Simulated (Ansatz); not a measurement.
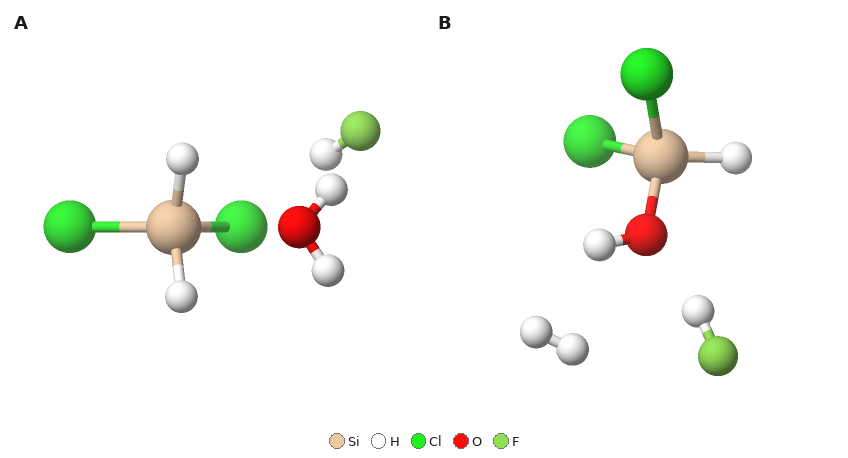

2 stationary structures of one formula. Geometries: PBE0-D4/def2-TZVP. Electronic energies: ωB97X-V/def2-TZVPP (Ansatz 0.2.0), without zero-point energy. Each is one conformer, not always the lowest.

Which is lowest in energy, and by how much?

B is lowest (a minimum); A lies 17.5 kcal/mol above it (a minimum).

Give E(B) − E(A) in kcal/mol at these levels too: ωB97M-V/def2-SVP; direct RPA on PBE orbitals (frozen core)/def2-TZVPP; PBE0-D4/def2-TZVP; SPW92 (LDA)/def2-SVP; PBE-QIDH (frozen core)/def2-TZVPP; RHF-CCSD(T) (frozen core)/def2-SVP; PBE0-D4/def2-TZVPP; B97M-V/def2-TZVPP.

```
                                              level  E(B) − E(A) (kcal/mol)
                                   ωB97M-V/def2-SVP                   −11.4
direct RPA on PBE orbitals (frozen core)/def2-TZVPP                   −18.0
                                  PBE0-D4/def2-TZVP                   −17.4
                               SPW92 (LDA)/def2-SVP                    −9.9
                  PBE-QIDH (frozen core)/def2-TZVPP                   −18.1
                 RHF-CCSD(T) (frozen core)/def2-SVP                   −13.0
                                 PBE0-D4/def2-TZVPP                   −16.6
                                  B97M-V/def2-TZVPP                   −18.4
```
